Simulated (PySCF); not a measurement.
Zn(Me)(tBu), C5H12Zn, SMILES [CH3][Zn][C](C)(C)C at its GFN2-xTB optimised geometry (Å):

```
18

Zn     0.6395     0.0651     0.0000
C      2.7094     0.0651     0.0000
H      3.1034     0.9874    -0.4165
H      3.1076    -0.7552    -0.5896
H      3.1059    -0.0339     1.0061
C     -1.4431     0.1062    -0.0018
C     -2.0142    -1.3137     0.0011
C     -1.9568     0.8412     1.2387
C     -1.9541     0.8352    -1.2469
H     -3.1076    -1.2815     0.0003
H     -1.6974    -1.8650     0.8859
H     -1.6963    -1.8688    -0.8810
H     -1.6400     0.3409     2.1534
H     -1.5952     1.8688     1.2669
H     -3.0502     0.8712     1.2351
H     -1.5941     1.8633    -1.2780
H     -1.6337     0.3317    -2.1585
H     -3.0476     0.8635    -1.2468
```

Method: CAM-B3LYP/def2-SVP run with PySCF. Cells within 0.4 Å of a nucleus heavier than hydrogen are left out (blank, or x).

Map of the electrostatic potential (hartree/e), clipped to [-0.08, 0.12] on the plane z = 1.5 Å:

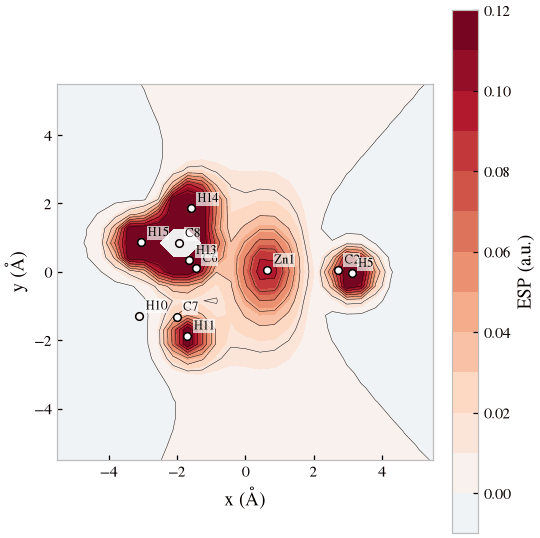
Figure: Electrostatic potential (hartree/e), clipped to [-0.08, 0.12] on the plane z = 1.5 Å.
